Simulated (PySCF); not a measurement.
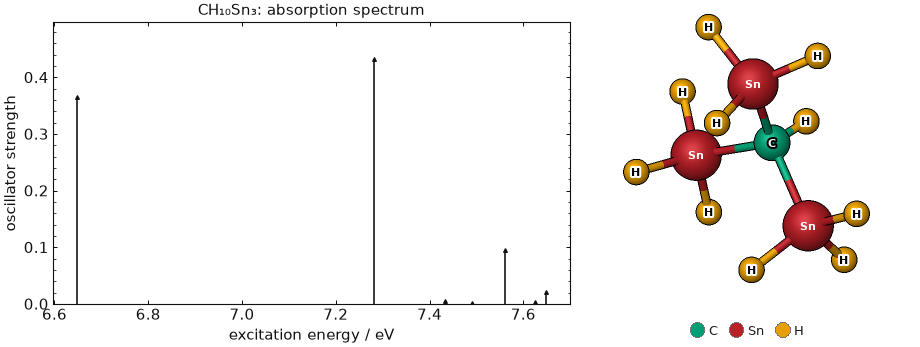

Computed absorption of CH₁₀Sn₃, singlet. Vertical TDDFT excitations, ωB97X-D/def2-SVPD with PySCF, at a PBE0-D3(BJ)/def2-SVP geometry (no frequency check), gas phase. Only the first 10 singlet excitations are included. States within 0.01 eV of each other are merged, with their strengths summed. The highest state may be half of a pair whose partner wasn't computed.

### Does any vertical transition fall in the visible?

No singlet lies below 3.1 eV (beyond 400 nm), so at this level no vertical transition falls in the visible.

### Which of the computed transitions is the brightest, and what character does the calculation give it?

S3/S4 at 7.28 eV (170 nm), f = 0.432, mainly HOMO−1/HOMO → LUMO+1.

Note: effective core potentials, which hold scalar relativity, on atoms heavier than Kr; spin-orbit coupling is left out, and with Sn it can shift these levels and split any degenerate set; core orbitals are frozen in the response.
